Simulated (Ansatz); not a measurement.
**FH5O3Si2 (SMILES O[Si](O)(F)O[SiH3]): density, localisation and related maps**

```xyz
11

O    -0.0617   -0.2403    2.2782
Si   -0.0326   -0.8012    0.7553
O    -1.5540   -1.0454    0.2602
F     0.8048   -2.1502    0.7457
O     0.6783    0.1948   -0.2842
Si    0.4544    1.1974   -1.5641
H     0.7463   -0.2687    2.7915
H    -2.1736   -1.4439    0.8719
H     1.7446    1.8797   -1.8256
H    -0.5897    2.2044   -1.2497
H     0.0487    0.4162   -2.7586
```

Geometry: PBE0-D4/def2-TZVP.

Computed with RKS PBE0-D4/def2-TZVPP (Ansatz).

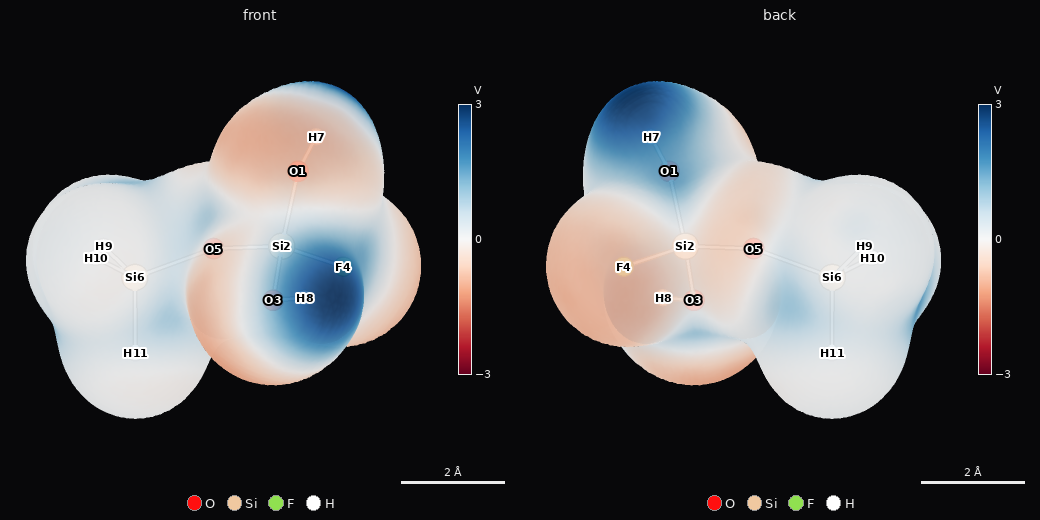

Figure 1. The molecular electrostatic potential painted on the density surface at 0.002 e/bohr³, seen from the front and from behind; the colour scale runs from red (negative) to blue (positive).

Q: Where is the surface potential most negative and most positive?

A: The most negative region (about −1.0 V, or −23 kcal/mol for a unit charge) lies over O1 and O3, the most positive (about +2.9 V, or +67 kcal/mol for a unit charge) over H7 and H8.

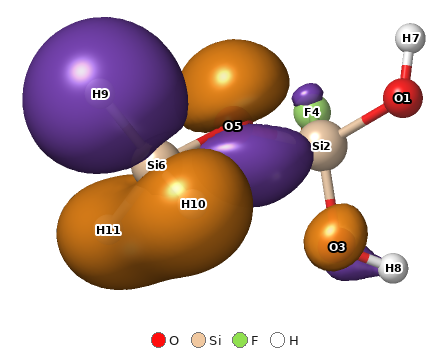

Figure 2. The HOMO−1 at ±0.08 Å⁻³ᐟ² (orange and purple are the two phases), seen at a tilt.

Q: What is the character of this orbital?

A: By Hirshfeld shares it lies mainly on Si6 (about 30 %), H9 (about 25 %), O5 (about 20 %), H10 (about 10 %) and H11 (about 5 %). Its energy is −9.23 eV.

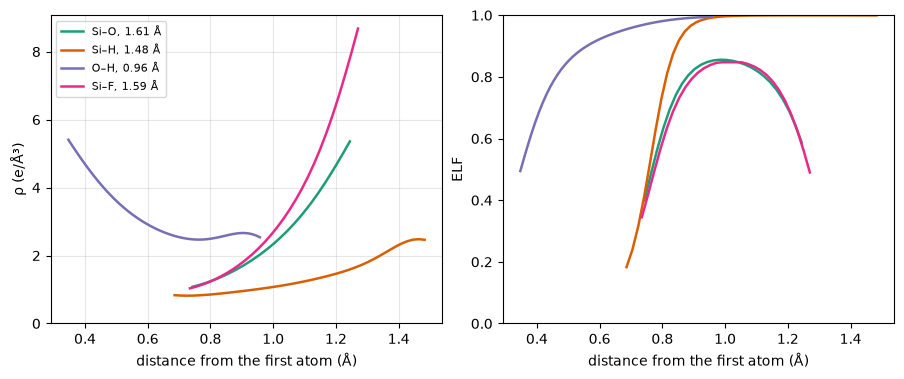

Figure 3. Total electron density and ELF along straight lines between neighbouring atoms. The curves leave out the atomic cores.

Q: What can be read from the curves?

A: Si–O (1.61 Å): ρ at the midpoint is about 1.3 e/Å³; the ELF peaks at about 0.85 between the atoms, as expected for a polar covalent bond.
Si–H (1.48 Å): ρ at the midpoint is about 0.82 e/Å³; the ELF climbs to about 1 towards the hydrogen, as it does in any bond to H.
O–H (0.96 Å): ρ is about 3.8 e/Å³ halfway; the ELF climbs to about 1 towards the hydrogen (a covalent bond by its length).
Si–F (1.59 Å): the density is about 1.2 e/Å³ at the midpoint; the ELF peaks at about 0.85 in the valence shell of F, 0.6 Å from its nucleus, and is about 0.55 at the midpoint.
